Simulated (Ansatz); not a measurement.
**AsBH4O: functionals against CCSD(T) at one geometry**

Aim: energy, forces and dipole at a structure displaced at random from a GFN2-xTB minimum, from CCSD(T) and from density functionals.

The runs use Ansatz 0.2.0, Gaussian basis; single points in def2-TZVPP.

Cores are frozen in the correlated methods. Filled d shells of the heavier atoms are correlated.

## Step 1: The system as given

SMILES `BO[AsH2]`, 7 atoms, charge 0, spin multiplicity 1.

Atoms are counted from 1 here; the program's logs count them from 0.

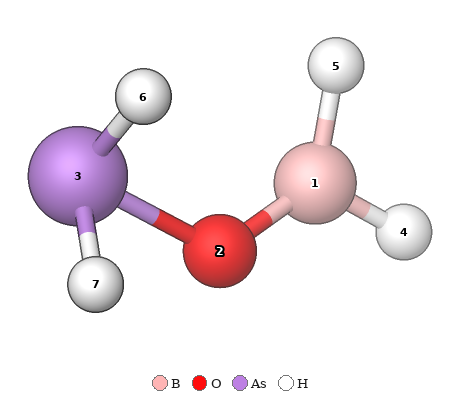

As it starts; boron pink, oxygen red, arsenic purple, hydrogen white; atoms are numbered from 1 in the order of the file.

Geometry (Å):

```csv
atom,x (Å),y (Å),z (Å)
B1,-1.2564,-0.0054,-0.4966
O2,-0.0781,-0.7397,-0.2307
As3,1.0837,-0.3342,1.1321
H4,-2.0152,-0.2935,-1.3447
H5,-1.3680,1.2251,-0.1735
H6,1.5508,1.0012,0.6156
H7,2.0980,-0.8996,0.1128
```

## Step 2: CCSD(T)/def2-TZVPP

File run/in.yaml:

```yaml
crystal:
  periodic: [false, false, false]
  atoms:
    - {symbol: B, position_ang: [-1.256400, -0.005400, -0.496600]}
    - {symbol: O, position_ang: [-0.078100, -0.739700, -0.230700]}
    - {symbol: As, position_ang: [1.083700, -0.334200, 1.132100]}
    - {symbol: H, position_ang: [-2.015200, -0.293500, -1.344700]}
    - {symbol: H, position_ang: [-1.368000, 1.225100, -0.173500]}
    - {symbol: H, position_ang: [1.550800, 1.001200, 0.615600]}
    - {symbol: H, position_ang: [2.098000, -0.899600, 0.112800]}
basis:
  gaussian: {orbitals: def2-TZVPP}
correlation: {method: ccsd_t}
output: {forces: true}
```

The command line of these runs was not kept.

## Step 3: PBE0-D4/def2-TZVPP

Changes to run/in.yaml since step 2:

```diff
@@ -12,3 +12,3 @@
   gaussian: {orbitals: def2-TZVPP}
-correlation: {method: ccsd_t}
-output: {forces: true}
+hamiltonian: {xc: pbe0, dispersion: d4}
+output: {forces: true, orbitals: {seedname: orbitals}}
```

## Step 4: wB97M-V/def2-TZVPP

Changes to run/in.yaml since step 3:

```diff
@@ -12,3 +12,3 @@
   gaussian: {orbitals: def2-TZVPP}
-hamiltonian: {xc: pbe0, dispersion: d4}
-output: {forces: true, orbitals: {seedname: orbitals}}
+hamiltonian: {xc: {name: wB97M-V}}
+output: {forces: true}
```

## Step 5: r2SCAN-D4/def2-TZVPP

Changes to run/in.yaml since step 4:

```diff
@@ -12,3 +12,3 @@
   gaussian: {orbitals: def2-TZVPP}
-hamiltonian: {xc: {name: wB97M-V}}
+hamiltonian: {xc: r2scan, dispersion: d4}
 output: {forces: true}
```

## Step 6: PBE-D4/def2-TZVPP

Changes to run/in.yaml since step 5:

```diff
@@ -12,3 +12,3 @@
   gaussian: {orbitals: def2-TZVPP}
-hamiltonian: {xc: r2scan, dispersion: d4}
+hamiltonian: {xc: pbe, dispersion: d4}
 output: {forces: true}
```

## Step 7: revPBE-D4/def2-TZVPP

Changes to run/in.yaml since step 6:

```diff
@@ -12,3 +12,3 @@
   gaussian: {orbitals: def2-TZVPP}
-hamiltonian: {xc: pbe, dispersion: d4}
+hamiltonian: {xc: {name: revPBE}, dispersion: d4}
 output: {forces: true}
```

## Step 8: BHLYP-D4/def2-TZVPP

Changes to run/in.yaml since step 7:

```diff
@@ -12,3 +12,3 @@
   gaussian: {orbitals: def2-TZVPP}
-hamiltonian: {xc: {name: revPBE}, dispersion: d4}
+hamiltonian: {xc: {name: BHLYP}, dispersion: d4}
 output: {forces: true}
```

(Steps that only read results are left out.)

**Question.** What will these runs give? Wanted: energy less free atoms, CCSD(T)/def2-TZVPP; RMS force component; RMS force error; HOMO and LUMO, PBE0-D4; T1 diagnostic.

**Answer**, as computed:

| quantity | value |
| --- | --- |
| energy less free atoms, CCSD(T)/def2-TZVPP | -2121.2 kJ/mol |
| RMS force component | 1.044 to 1.273 eV/Å over the methods |
| RMS force error | PBE0-D4 0.134, wB97M-V 0.090, r2SCAN-D4 0.092, PBE-D4 0.260, revPBE-D4 0.288, BHLYP-D4 0.255 eV/Å |
| HOMO and LUMO, PBE0-D4 | -8.07 and -1.16 eV |
| T1 diagnostic | 0.015 |

**Reading.** Against CCSD(T) the functionals' energies less atoms differ by -100.2 to +0.9 kJ/mol, PBE-D4 by -100.2 kJ/mol. A larger basis would deepen the CCSD(T) value, while the functionals are nearly converged already, so the order here is not reliable. For forces wB97M-V does best and revPBE-D4 worst. Frozen-core CCSD(T) forces in triple zeta carry basis errors of their own, and this is one geometry, so small gaps rank nothing.
